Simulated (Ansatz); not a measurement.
## InSi₆ (charge −1): single-point calculation

- system: InSi₆, charge −1
- method: RKS PBE-D4/def2-TZVPD (Ansatz 0.2.0)

The geometry comes from this level: PBE0-D4/def2-SVPD. Figures and captions count atoms from 1; the log counts them from 0 in places.

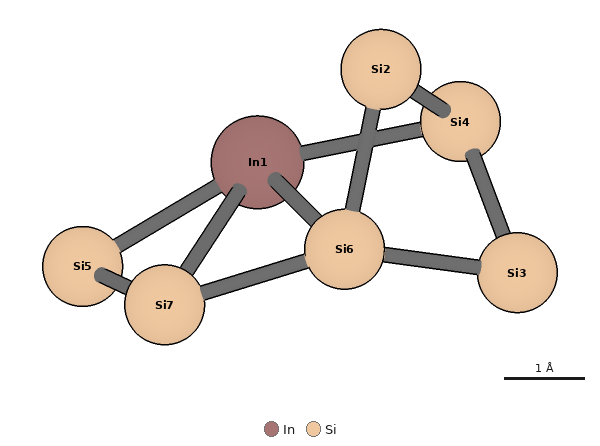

The structure (ball-and-stick view, seen at a tilt; atoms are numbered from 1 in the order of the input). Sticks mark near contacts.

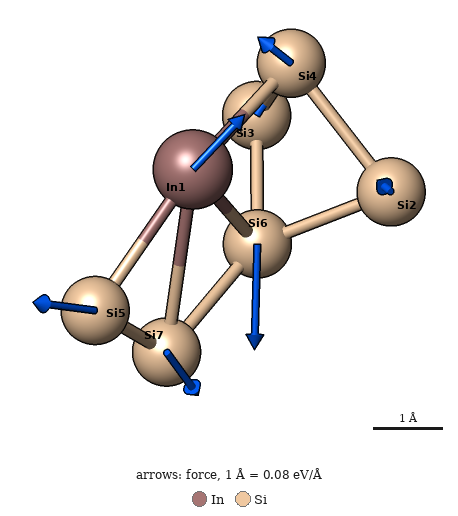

Forces on the atoms as blue arrows (ball-and-stick view, seen at a tilt; atoms are numbered from 1 in the order of the input). The largest act on Si6 (0.13 eV/Å); Si5 (0.11 eV/Å); Si7 (0.09 eV/Å); In1 (0.09 eV/Å), among others. The geometry is not a stationary point of this energy.

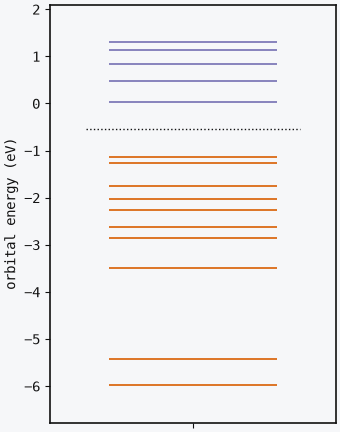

Orbital energies near the frontier; the dotted line parts filled from empty levels, and levels within 0.02 eV of each other stand side by side. Highest filled −1.13 eV, lowest empty 0.03 eV, 1.16 eV apart.

The input that produced these results follows, with the program's output.

**Input**
```yaml
crystal:
  periodic: [false, false, false]
  atoms:
    - {symbol: In, position_ang: [1.212099, -0.017017, 1.210531]}
    - {symbol: Si, position_ang: [-2.082032, 0.326287, 0.873773]}
    - {symbol: Si, position_ang: [-1.368544, -2.047754, -1.092535]}
    - {symbol: Si, position_ang: [-0.864577, -1.691223, 1.205015]}
    - {symbol: Si, position_ang: [2.793681, 1.645191, 0.085536]}
    - {symbol: Si, position_ang: [-0.736037, 0.118622, -0.984589]}
    - {symbol: Si, position_ang: [1.045410, 1.665884, -1.297732]}
basis:
  gaussian: {orbitals: def2-TZVPD, initial_orbitals: start.molden}
total_charge: -1
hamiltonian: {xc: pbe, dispersion: d4}
scf: {omitted_lower_state_checks: [starts]}
output: {forces: true, orbitals: {seedname: orbitals}}
```

Command:
```bash
ansatz run in.yaml --threads 4 --pin off --events-out ev --progress --plain --max-ram 4787MiB
```

**Log**
```
Functional definition: PBE
  name "PBE"
  cite "Perdew, Burke & Ernzerhof, Phys. Rev. Lett. 77, 3865 (1996) doi:10.1103/PhysRevLett.77.3865"
  parent pbe
  parameter kappa = 0.804
  parameter beta = 0.06672455060314922
  exchange = pbe_x(kappa = kappa, mu = beta*pi^2/3)
  correlation = pbe_c(beta = beta)
these checks for a lower state are left out or cut short: starts
2081 factors; their error is unknown
mean field evaluation 1: about -52418.0698 eV, gradient 1.5e1 eV
mean field evaluation 2: about -52418.2549 eV, gradient 3.0e-1 eV
mean field evaluation 4: about -52418.2418 eV, gradient 6.4e-2 eV
mean field evaluation 8: about -52418.2418 eV, gradient 1.4e-5 eV
mean field -52418.24177208 eV, -1926.3348547634 hartree, gradient 1.4e-5 eV, S^2 0.000000; 0 other end points of the search recorded, 0 dependent functions left out
the calculation of the forces begins
reference -52418.24181937 eV, -1926.3348565014 hartree; 53, 53 occupied and 261, 261 virtual orbitals, 2081 factors
Total energy: -52418.89980602 eV, -1926.3590370648 hartree
Atom 0 at     1.212099    -0.017017     1.210531 Å, force    -0.058825    -0.043043     0.052690 eV/Å
Atom 1 at    -2.082032     0.326287     0.873773 Å, force     0.002785    -0.027777    -0.021106 eV/Å
Atom 2 at    -1.368544    -2.047754    -1.092535 Å, force    -0.029323    -0.036626     0.047907 eV/Å
Atom 3 at    -0.864577    -1.691223     1.205015 Å, force     0.047612    -0.025572     0.022924 eV/Å
Atom 4 at     2.793681     1.645191     0.085536 Å, force     0.098770     0.003761     0.035746 eV/Å
Atom 5 at    -0.736037     0.118622    -0.984589 Å, force     0.001166     0.102755    -0.073410 eV/Å
Atom 6 at     1.045410     1.665884    -1.297732 Å, force    -0.062184     0.026503    -0.064750 eV/Å
Dipole moment:     0.200365    -0.139147     0.451704 e Å
Checks for a lower state left out: starts
```

**Results in brief**

```csv
quantity,value
outcome,converged
total energy,−52418.8998 eV
mean-field energy,−52418.2418 eV
dispersion energy,−0.6580 eV
SCF solution under orbital rotations,stable
HOMO,−1.13 eV
LUMO,0.03 eV
largest force (length of the vector),0.126 eV/Å
hardware,"4 threads of Arm Neoverse V2, 23 GiB of memory available, shared host"
wall time,9 s (CPU time 33 s)
peak memory,0.77 GiB
```
